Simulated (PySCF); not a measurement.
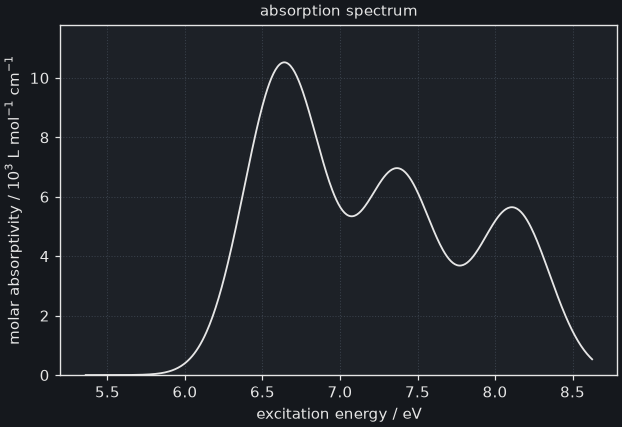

Computed absorption of C₃H₁₀GeO₂Si, SMILES C=C([CH2][GeH3])O[SiH2]O, singlet. Vertical TDDFT excitations, ωB97X-D/def2-SVPD with PySCF, at a GFN2-xTB geometry (no frequency check), gas phase. Only the first 8 singlet excitations are included; each is broadened by a Gaussian of 1/e half-width 0.33 eV. States within 0.01 eV of each other are merged, with their strengths summed.

### Where is the maximum of the broadened curve, and how high is it?

At about 6.6 eV (187 nm), with ε near 11000 L mol⁻¹ cm⁻¹.

### Which of the computed transitions is the brightest, and what character does the calculation give it?

S3 at 7.37 eV (168 nm), f = 0.135, mixed, the largest part being HOMO → LUMO+2 (47 %).

### Does any vertical transition fall in the visible?

No singlet lies below 3.1 eV (beyond 400 nm), so at this level no vertical transition falls in the visible.

Caveats: the tight-binding geometry is rougher than a DFT one and adds to the error; one conformer of a flexible molecule; core orbitals are frozen in the response.
